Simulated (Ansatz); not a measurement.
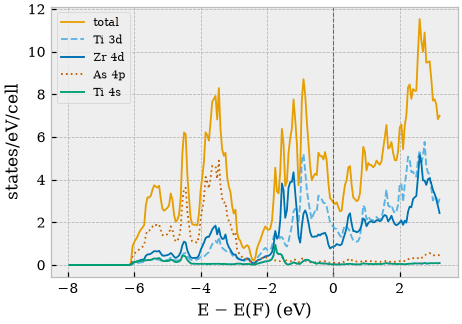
*Total and projected density of states of ZrTiAs in space group I4/mmm (No. 139; Zr on 4e, Ti on 4c, As on 4e), the program Ansatz at the PBEsol level (PAW)*

Which orbitals carry the states next to the Fermi level?

Within 0.5 eV of the Fermi level: Ti 3d 55 %, Zr 4d 33 %. Projections are on Löwdin-orthogonalised atomic valence shells; empty p or d shells of many metals are not among them.

Where is the tallest occupied peak in this window, and what makes it?

Near -0.9 eV, about 8.7 states/eV per cell; the largest projected share is Ti 3d.

The workflow started from an entry of the Crystallography Open Database (COD, 295 K). Whether it is the stable phase at ambient conditions was not checked. The PBEsol relaxation kept the symmetry of its start; whether a distortion lowers the energy is not shown. The run is not spin-polarised. Spin–orbit coupling is left out wherever it is not named.

Potentials: the later of the program's two PAW sets.
